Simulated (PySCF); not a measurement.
# Run report: SiH4O4, NMR shielding calculation

System: SiH4O4 (monosilicic acid).
Method: GIAO LC-wPBE/pcseg-1 NMR shielding, non-relativistic, gas phase (PySCF 2.14.0).

Some settings of this run were made unusual or wrong on purpose. The geometry comes from this level: GFN2-xTB, altered. Figures and captions count atoms from 1; the log counts them from 0 in places.

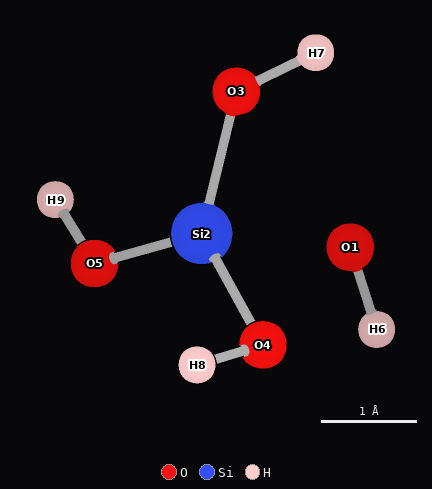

Figure 1. The input geometry (ball-and-stick view, seen at a tilt; atoms are numbered from 1 in the order of the input). Sticks are drawn by distance; a stretched bond gets none, so the picture shows separate pieces.

### Outcome

```csv
quantity,value
outcome,converged
total energy,−592.523161 hartree
HOMO,−8.30 eV
LUMO,0.99 eV
dipole moment,5.43 D
"isotropic shielding, O",284.4 to 297.7 ppm
"isotropic shielding, Si",409.5 ppm
"isotropic shielding, H",28.0 to 32.0 ppm
hardware,"1 CPU thread, shared host"
wall time,4.2 s
peak memory,0.47 GiB
```

### Diagnosis

Some settings of this run were drawn to be unusual or wrong. It converged; results that depend on the unusual settings are not reference values.

### Input file
```
{"job": {"kind": "nmr", "xc": "LC-wPBE", "basis": "pcseg-1", "pop": false, "scf": {"conv": 0.1, "max_cycle": 84}}, "charge": 0, "multiplicity": 1}
O      0.516668     1.304714    -0.823487
Si    -0.152863    -0.390114     0.244427
O      1.146304    -1.139508    -0.171711
O     -1.456836    -0.382174    -0.606583
O     -0.200108     0.222030     1.594804
H     -0.105980     2.003142    -1.001237
H      1.533570    -1.269285    -1.032078
H     -1.996119    -1.005358    -0.129414
H      0.574419     0.271433     2.146541
```

The first line tells a small driver script what to run in PySCF; the rest is the geometry in Å.

Run as:
```bash
OMP_NUM_THREADS=1 python <driver script> task.json out
```

### What the program printed
```
final grid: 78248 points
cycle   1  E = -592.2586324628  dE =  9.623e-01  |g| = 1.162e+00  |ddm| = 3.104e+00
cycle   2  E = -592.2809871469  dE = -2.235e-02  |g| = 1.167e+00  |ddm| = 1.591e+00
cycle   3  E = -592.5219039836  dE = -2.409e-01  |g| = 8.907e-02  |ddm| = 7.874e-01
cycle   4  E = -592.5231609903  dE = -1.257e-03  |g| = 5.038e-02  |ddm| = 8.772e-02
converged SCF energy = -592.5231609903

GIAO shielding tensors (ppm)
atom      isotropic    diamagn.    paramagn.     s11        s22        s33       span
  0 O      297.674     392.788     -95.114    258.535    265.398    369.089    110.554
  1 Si     409.461     884.306    -474.845    332.281    425.659    470.442    138.161
  2 O      284.435     386.188    -101.753    245.664    280.682    326.959     81.295
  3 O      294.686     381.847     -87.161    270.507    292.365    321.186     50.680
  4 O      295.171     382.240     -87.069    259.780    289.775    335.958     76.178
  5 H       32.032      34.735      -2.703     25.030     26.431     44.634     19.605
  6 H       27.957      31.044      -3.087     20.137     22.121     41.613     21.475
  7 H       31.879      30.109       1.771     23.259     26.529     45.850     22.591
  8 H       28.563      30.003      -1.439     20.496     22.665     42.530     22.034
```
